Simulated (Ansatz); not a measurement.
The calculation's input:

```
crystal:
  periodic: [false, false, false]
  atoms:
    - {symbol: In, position_ang: [-0.033841, -0.057008, 0.000195]}
    - {symbol: Cl, position_ang: [2.283292, -0.148272, 0.013999]}
    - {symbol: Cl, position_ang: [-1.223616, 1.933415, -0.016488]}
    - {symbol: F, position_ang: [-1.025835, -1.728135, 0.002293]}
basis:
  gaussian: {orbitals: def2-TZVP, initial_orbitals: start.molden}
hamiltonian: {xc: pbe0, dispersion: d4}
scf: {omitted_lower_state_checks: [starts]}
output: {orbitals: {seedname: orbitals}}
```

Run with:

```sh
ansatz run in.yaml --threads 4 --pin off --events-out ev --progress --plain --max-ram 3916MiB
```

Geometry: r2SCAN-D4/def2-SVP; core potentials replace the inner electrons of In.

Level of theory: RKS PBE0-D4/def2-TZVP in Ansatz.

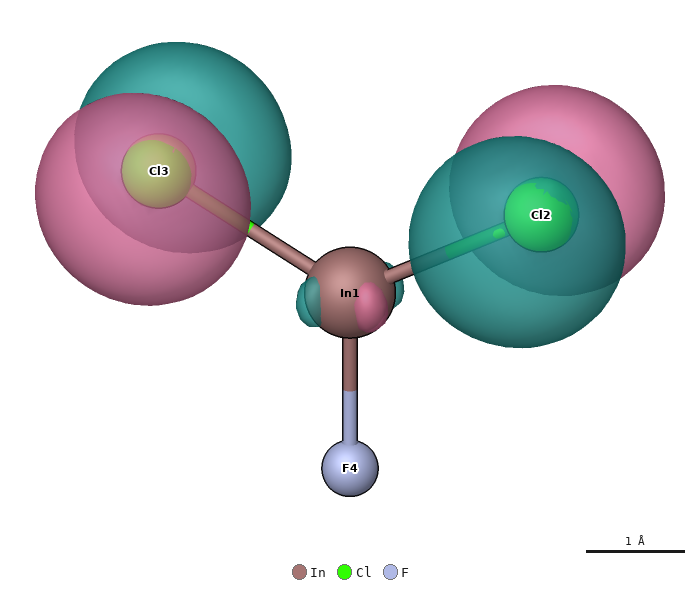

Cl2FIn. The HOMO−1 at ±0.1 Å⁻³ᐟ² (teal and pink are the two phases), seen at a tilt.

Question: Where does this orbital lie, and at what energy?

Answer: By Hirshfeld shares it lies mainly on Cl2 (about 45 %), Cl3 (about 45 %) and In1 (about 5 %); it changes sign across the molecular plane (π type). Its energy is −9.71 eV.
